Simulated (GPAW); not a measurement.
# An In chain with one Zn atom in line: transmission at several levels, part 2 of 2

How well does an In chain with one Zn atom in line conduct at low bias, and how far do basis and functional move the answer?

GPAW 26.7.0; GPAW LCAO, PAW setups; Landauer transmission from Green's functions with principal layers (ASE), zero bias.

So far, transmission at the Fermi level (one spin): step 2 (GPAW, dzp, PBE, GPAW) 2.43; step 3 (basis szp(dzp), PBE, GPAW) 2.42; step 4 (basis sz(dzp), PBE, GPAW) 2.43; step 5 (RPBE) 2.44.

### 8. Broadening 1e-05, temperature 30, SCF mesh 1×1×6: eta = 1e-05, temperature = 30 and scf_mesh = [1, 1, 6]

The broadening keeps the Green's functions finite; too large a value absorbs electrons where channels are open and leaks them where none are. Temperature enters only through the Fermi window. The SCF mesh sets the Fermi level of the repeated cell.

This step: GPAW LCAO, PAW setups; Landauer transmission from Green's functions with principal layers (ASE), zero bias (GPAW 26.7.0).

Contents of run.py:

```python
import json
import numpy as np
from ase import Atoms
from ase.transport.calculators import TransportCalculator
from gpaw import GPAW, FermiDirac
from gpaw.lcao.tools import get_lcao_hamiltonian
from scipy.linalg import eigh

# The junction with lead layers at both ends, along the third cell vector
device = Atoms(
    ['In', 'In', 'In', 'In', 'In', 'Zn', 'In', 'In', 'In', 'In', 'In'],
    positions=[
        [4.50000, 4.50000, 1.47500],
        [4.50000, 4.50000, 4.42500],
        [4.50000, 4.50000, 7.37500],
        [4.50000, 4.50000, 10.32500],
        [4.50000, 4.50000, 13.27500],
        [4.50000, 4.50000, 16.03830],
        [4.50000, 4.50000, 18.80160],
        [4.50000, 4.50000, 21.75160],
        [4.50000, 4.50000, 24.70160],
        [4.50000, 4.50000, 27.65160],
        [4.50000, 4.50000, 30.60160]],
    cell=[[9.0, 0.0, 0.0], [0.0, 9.0, 0.0], [0.0, 0.0, 32.0766]],
    pbc=True)

# One principal layer of the lead: the first 3 atoms of the device
lead = Atoms(
    ['In', 'In', 'In'],
    positions=[
        [4.50000, 4.50000, 1.47500],
        [4.50000, 4.50000, 4.42500],
        [4.50000, 4.50000, 7.37500]],
    cell=[[9.0, 0.0, 0.0], [0.0, 9.0, 0.0], [0.0, 0.0, 8.85]],
    pbc=True)

settings = dict(mode='lcao', basis='dzp', xc='PBE', h=0.2,
                occupations=FermiDirac(0.1), maxiter=250,
                mixer=dict(beta=0.1, nmaxold=8, weight=100.0),
                convergence=dict(density=0.0001))
energies = np.arange(-3, 3 + 1e-9, 0.075)
eta = 1e-05
n1, n2 = 1, 1
# k and -k transmit alike, so half of the mesh across the current serves
mesh = [(i, j) for i in range(n1) for j in range(n2) if (i, j) <= (-i % n1, -j % n2)]
weights = np.array([1 if (i, j) == (-i % n1, -j % n2) else 2 for i, j in mesh]) / (n1 * n2)

# [... helper functions left out ...]
fermi_lead = ground_state(lead, (1, 1, 13), 'lead.txt')
fermi_device = ground_state(device, (1, 1, 6), 'device.txt')
# [... loop over the mesh left out, but for ...]
        # Shift the lead onto the potential of the device's first layer
        shift = ((H[:, 0, 0] - H0[:, 0, 0]) / S0[0, 0]).real.mean()
# [...]
kT = 8.617333e-5 * 30
bias = [0.1, 0.2, 0.5, 1.0, 1.5, 2.0]
# [... integrals and printing left out ...]
```

Command:

```bash
> OMP_NUM_THREADS=1 OPENBLAS_NUM_THREADS=1 python run.py
```

Output:

```text
basis functions: device 251, principal layer 69
Fermi level: lead -2.2014 eV, device -2.1951 eV; lead shifted by -0.0028 eV
largest coupling past the next layer 1.88e-06 eV, largest misfit of the first layer 0.017 eV
  E-E_F (eV)   T (one spin)  [channel counts left out]
    -3.000    7.0337e-01
    -2.925    7.0278e-01
    -2.850    7.0066e-01
    -2.775    6.9676e-01
    -2.700    6.9075e-01
    -2.625    6.8215e-01
    -2.550    6.7030e-01
    -2.475    6.5420e-01
    -2.400    6.3233e-01
    -2.325    6.0224e-01
    -2.250    5.5980e-01
    -2.175    4.9732e-01
    -2.100    3.9903e-01
    -2.025    2.2651e-01
    -1.950    6.0473e-09
    -1.875    4.8616e-09
[...]
2.475    2.3929e+00
     2.550    2.3778e+00
     2.625    2.3575e+00
     2.700    2.3311e+00
     2.775    2.2973e+00
     2.850    2.2542e+00
     2.925    2.1991e+00
     3.000    2.1280e+00
conductance at 30 K: 2.419 G0 a cell; thermopower -0.3712 uV/K
current from the zero-bias T(E) at 0.1 V: 18.582 uA
current from the zero-bias T(E) at 0.2 V: 36.593 uA
current from the zero-bias T(E) at 0.5 V: 80.734 uA
current from the zero-bias T(E) at 1.0 V: 144.28 uA
current from the zero-bias T(E) at 1.5 V: 207.07 uA
current from the zero-bias T(E) at 2.0 V: 270.69 uA
```

The job ended after 47 s (1 thread of Arm Neoverse V2, shared host; peak memory 1.1 GiB).

Numbers from this step:

| Property | Result |
| --- | --- |
| conductance | 2.419 G₀ |
| largest misfit of the first principal layer | 0.01652 eV |
| shift that aligns the lead | -0.002849 eV |
| transmission at the Fermi level (one spin) | 2.422 |

One spin. Table of transmission, zone mean by energy, zero at the Fermi level:

| energy (eV) | transmission, zone mean |
| --- | --- |
| -3.0000 | 0.703 |
| -2.7750 | 0.697 |
| -2.4750 | 0.654 |
| -2.2500 | 0.560 |
| -2.0250 | 0.227 |
| -1.7250 | 9.9e-10 |
| -1.5000 | 1.9e-10 |
| -1.2750 | 5.4e-7 |
| -0.9750 | 0.994 |
| -0.7500 | 1.000 |
| -0.5250 | 0.997 |
| -0.2250 | 0.993 |
| 0.0000 | 2.42 |
| 0.0750 | 2.44 |
| 0.2250 | 2.36 |
| 0.5250 | 2.24 |
| 0.7500 | 2.26 |
| 0.9750 | 2.31 |
| 1.2750 | 2.36 |
| 1.5000 | 2.37 |
| 1.7250 | 2.39 |
| 2.0250 | 2.41 |
| 2.2500 | 2.42 |
| 2.4750 | 2.39 |
| 2.7750 | 2.30 |
| 3.0000 | 2.13 |

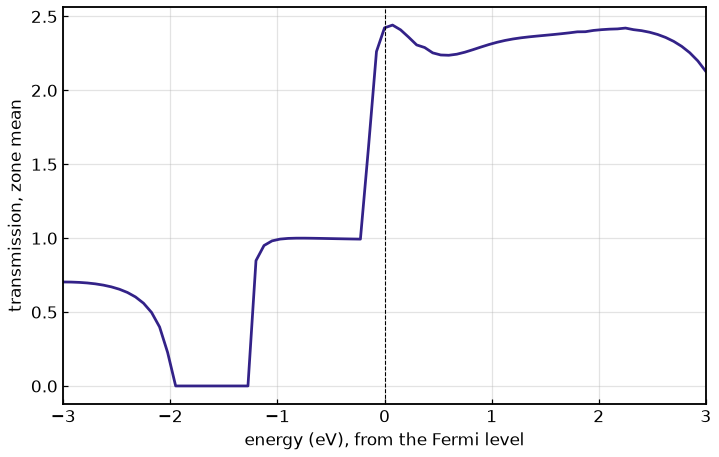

Transmission, zone mean, plotted against energy.

Not self-consistent under bias; the bias window is split evenly. The current through one cell, from the zero-bias transmission by bias:

```
bias (V)  current through one cell, from the zero-bias transmission (μA)
   0.100                                                            18.6
   0.200                                                            36.6
   0.500                                                            80.7
   1.000                                                             144
   1.500                                                             207
   2.000                                                             271
```

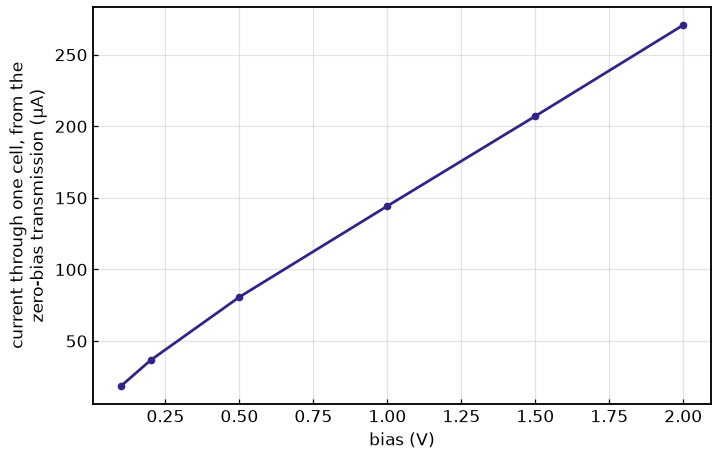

Current through one cell, from the zero-bias transmission against bias.

Transmission of the three most open eigenchannels against energy, zero at the Fermi level:

| energy (eV) | channel 1 | channel 2 = channel 3 |
| --- | --- | --- |
| -3.0000 | 0.703 | 0 |
| -2.7750 | 0.697 | 0 |
| -2.4750 | 0.654 | 0 |
| -2.2500 | 0.560 | 0 |
| -2.0250 | 0.227 | 0 |
| -1.7250 | 9.9e-10 | 0 |
| -1.5000 | 1.9e-10 | 0 |
| -1.2750 | 5.4e-7 | 0 |
| -0.9750 | 0.994 | 0 |
| -0.7500 | 1.000 | 0 |
| -0.5250 | 0.997 | 0 |
| -0.2250 | 0.993 | 3.4e-12 |
| 0.0000 | 0.991 | 0.716 |
| 0.2250 | 0.990 | 0.685 |
| 0.5250 | 0.989 | 0.625 |
| 0.7500 | 0.988 | 0.635 |
| 0.9750 | 0.989 | 0.661 |
| 1.2750 | 0.989 | 0.683 |
| 1.5000 | 0.990 | 0.691 |
| 1.7250 | 0.991 | 0.699 |
| 2.0250 | 0.992 | 0.709 |
| 2.2500 | 1.000 | 0.711 |
| 2.4750 | 0.994 | 0.700 |
| 2.7750 | 0.995 | 0.651 |
| 3.0000 | 0.996 | 0.566 |

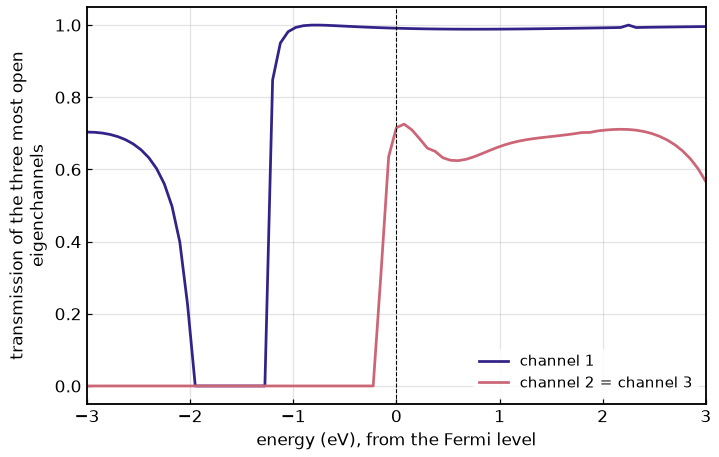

Transmission of the three most open eigenchannels against energy.

With these changes, and at 30 K in place of 300 K, the conductance is 2.42 G₀ against 2.39 in the dzp run; T at the Fermi level, which temperature doesn't enter, is 2.42 against 2.43.

### 9. SCF mesh 1×1×6

The SCF mesh sets the Fermi level of the repeated cell.

Edit run.py of step 8 so:

```diff
@@ -41,3 +41,3 @@
 energies = np.arange(-3, 3 + 1e-9, 0.075)
-eta = 1e-05
+eta = 0.0001
 n1, n2 = 1, 1
@@ -54,3 +54,3 @@
 # [...]
-kT = 8.617333e-5 * 30
+kT = 8.617333e-5 * 300
 bias = [0.1, 0.2, 0.5, 1.0, 1.5, 2.0]
```

Output:

```text
basis functions: device 251, principal layer 69
Fermi level: lead -2.2014 eV, device -2.1951 eV; lead shifted by -0.0028 eV
largest coupling past the next layer 1.88e-06 eV, largest misfit of the first layer 0.017 eV
  E-E_F (eV)   T (one spin)  [channel counts left out]
    -3.000    7.0283e-01
    -2.925    7.0224e-01
    -2.850    7.0013e-01
    -2.775    6.9623e-01
    -2.700    6.9023e-01
    -2.625    6.8164e-01
    -2.550    6.6980e-01
    -2.475    6.5372e-01
    -2.400    6.3186e-01
    -2.325    6.0180e-01
    -2.250    5.5938e-01
    -2.175    4.9695e-01
    -2.100    3.9873e-01
    -2.025    2.2632e-01
    -1.950    6.0473e-07
    -1.875    4.8616e-07
[...]
2.475    2.3909e+00
     2.550    2.3758e+00
     2.625    2.3555e+00
     2.700    2.3292e+00
     2.775    2.2954e+00
     2.850    2.2523e+00
     2.925    2.1972e+00
     3.000    2.1261e+00
conductance at 300 K: 2.3719 G0 a cell; thermopower -5.295 uV/K
current from the zero-bias T(E) at 0.1 V: 18.269 uA
current from the zero-bias T(E) at 0.2 V: 35.859 uA
current from the zero-bias T(E) at 0.5 V: 80.368 uA
current from the zero-bias T(E) at 1.0 V: 144.02 uA
current from the zero-bias T(E) at 1.5 V: 206.78 uA
current from the zero-bias T(E) at 2.0 V: 270.32 uA
```

Elapsed: 46 s, on 1 thread; peak memory 1.1 GiB.

Numbers from this step:

```
conductance                                : 2.372 G₀
transmission at the Fermi level (one spin) : 2.417
```

One spin. Transmission, zone mean against energy, zero at the Fermi level:

```
energy (eV)  transmission, zone mean
    -3.0000                    0.703
    -2.7750                    0.696
    -2.4750                    0.654
    -2.2500                    0.559
    -2.0250                    0.226
    -1.7250                   9.9e-8
    -1.5000                   1.9e-8
    -1.2750                   5.4e-5
    -0.9750                    0.993
    -0.7500                    0.999
    -0.5250                    0.997
    -0.2250                    0.993
     0.0000                     2.42
     0.0750                     2.44
     0.2250                     2.36
     0.5250                     2.24
     0.7500                     2.26
     0.9750                     2.31
     1.2750                     2.35
     1.5000                     2.37
     1.7250                     2.39
     2.0250                     2.41
     2.2500                     2.42
     2.4750                     2.39
     2.7750                     2.30
     3.0000                     2.13
```

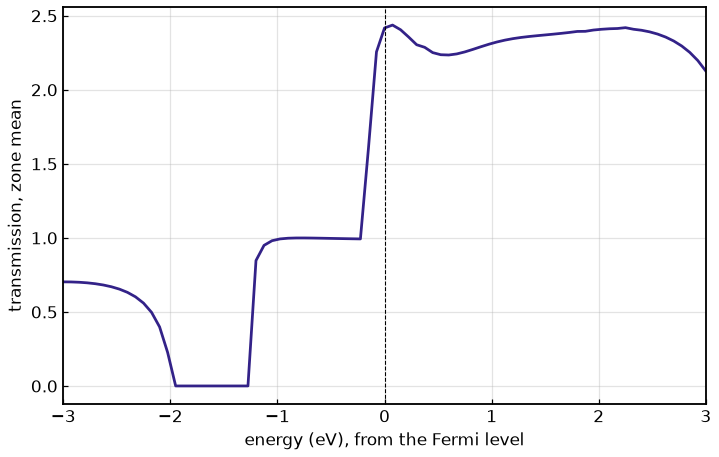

Transmission, zone mean, plotted against energy.

Not self-consistent under bias; the bias window is split evenly. Current through one cell, from the zero-bias transmission against bias:

| bias (V) | current through one cell, from the zero-bias transmission (μA) |
| --- | --- |
| 0.100 | 18.3 |
| 0.200 | 35.9 |
| 0.500 | 80.4 |
| 1.000 | 144 |
| 1.500 | 207 |
| 2.000 | 270 |

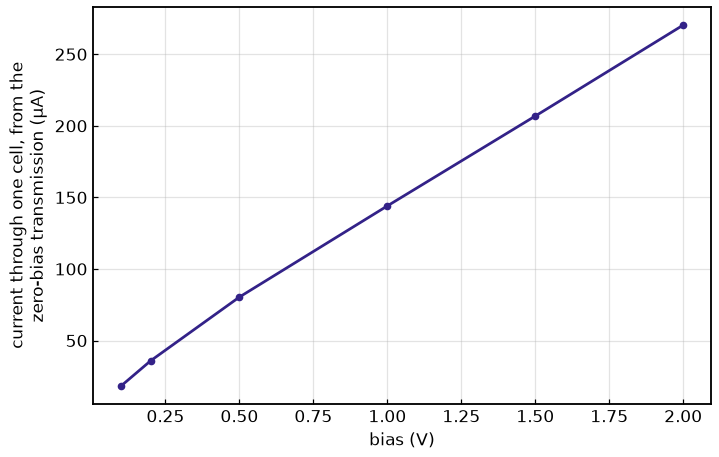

Current through one cell, from the zero-bias transmission against bias.

Transmission of the three most open eigenchannels against energy, zero at the Fermi level:

```csv
energy (eV),channel 1,channel 2 = channel 3
-3.000,0.703,0
-2.475,0.654,0
-2.025,0.226,0
-1.500,1.9e-8,0
-0.975,0.993,0
-0.525,0.997,0
0.000,0.991,0.713
0.525,0.988,0.624
0.975,0.988,0.660
1.500,0.990,0.690
2.025,0.992,0.708
2.475,0.993,0.699
3.000,0.995,0.565
```

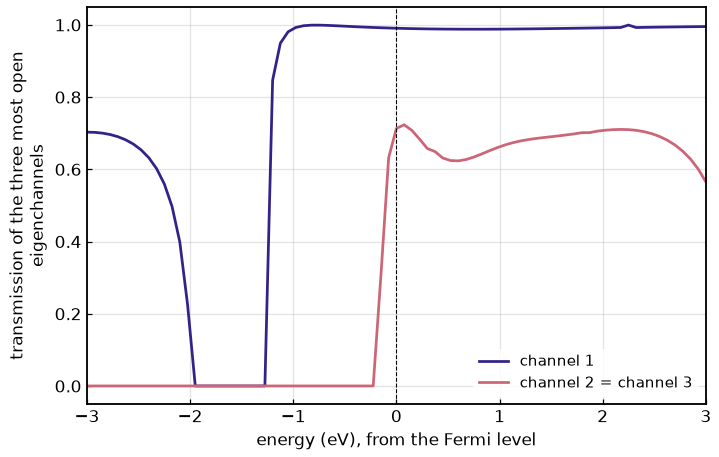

Transmission of the three most open eigenchannels against energy.

The conductance, 2.37 G₀, lies 0.8 % below that of the dzp run.

### 10. Summary of results

| Property | Result |
| --- | --- |
| conductance | 2.39 G₀ |
| transmission at the Fermi level, mean of the spins | 2.43 |

What this shows: In the dzp basis the junction conducts 2.39 G₀ at 300 K, with T = 2.43 a spin at the Fermi level; the sz basis reaches that conductance within 10 %. At the Fermi level the three most open eigenchannels pass 0.99, 0.72 and 0.72. Measured against the first run (dzp), the nearest curve is that of dzp-RPBE (r.m.s. 0.031) and the farthest that of sz (0.090). Over the compared runs wall time goes from 21 s (sz) to 40 s (dzp), on a shared host. The geometry was built from estimated bond lengths and not relaxed, so the numbers describe this model structure. Spin-orbit coupling is left out, which matters for the heavy atoms here. An evenly spaced straight chain is an idealisation: free chains tend to dimerise, zigzag or, where a band edge lies near the Fermi level, turn magnetic. The currents use the zero-bias T(E) throughout, which holds only while the bias is small against the distance to the nearest feature. The thermopower isn't quoted: it samples T(E) farther from the Fermi level than the conductance does, and the energy grid wasn't tested for it.

[Logs are printed without paths, hosts, clocks, repeated set-up lines and the standing remarks that a program may print on its own settings, such as how far it seeks lower states.]

[Hosts, paths, dates, database ids (printed as entryN), source tags and the programs' standing remarks are cut or masked in the printed files.]
